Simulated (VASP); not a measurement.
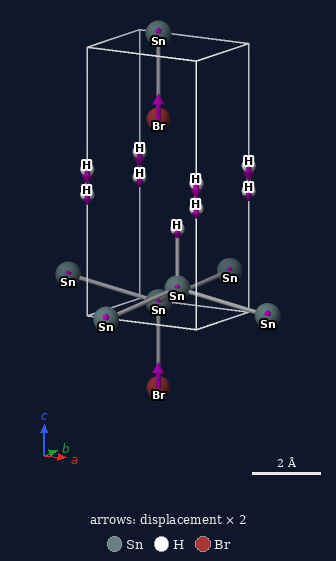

A relaxation of solid Sn2H3Br (a generated structure, set up in P3m1). The starting structure is drawn; purple arrows show the displacements (the part carried along by the change of the cell is left out), magnified 2 times.

A ball-and-stick model of the cell of the calculation, seen slightly off an axis.

The run lets cell and atoms move.

Computed with Kohn-Sham DFT of a periodic cell, PBE, VASP PAW PBE potentials, recommended in VASP 6.6.1.

Input file:
```
SYSTEM = Sn2H3Br
PREC = Accurate ; ENCUT = 520
EDIFF = 1E-6 ; ISMEAR = 0
SIGMA = 0.1 ; LREAL = .False.
LASPH = .True. ; NELM = 120
ALGO = Normal ; ISIF = 3
LWAVE = .False. ; LCHARG = .False.
GGA = PE ; IBRION = 2
NSW = 90 ; EDIFFG = -0.01
KPAR = 4
```

Launched with:
```bash
cat potpaw_PBE.64/Sn_d/POTCAR potpaw_PBE.64/H/POTCAR potpaw_PBE.64/Br/POTCAR > POTCAR
mpirun -np 4 vasp_std > vasp.out
```

Which element moves most?

Answer. Bromine: up to 0.39 Å, against 0.24 Å for hydrogen.

Describe the change and its energy.

Answer. The atom that moves furthest relative to the cell is the Br atom (0.39 Å along +c). Largest moves by element: Br 0.39 Å, H 0.24 Å, Sn 0.09 Å. The volume changes by +7.4 %, with a = b 4.872 → 4.804 Å (−1.4 %), c 7.992 → 8.827 Å (+10.5 %). Some distances before and after: H–Sn 1.768 → 1.740 Å, Sn–Sn 2.903 → 2.876 Å, Br–Sn 2.553 → 2.528 Å. The space group stays P3m1 (No. 156). Over 59 geometry steps the energy falls by 8.8 meV per atom. The largest force component goes from 0.31 to 0.0064 eV/Å. The pressure goes from −0.37 to 0.00 GPa.

Limits of the set-up: layers or molecules are held without a dispersion correction, so their spacing is unreliable.
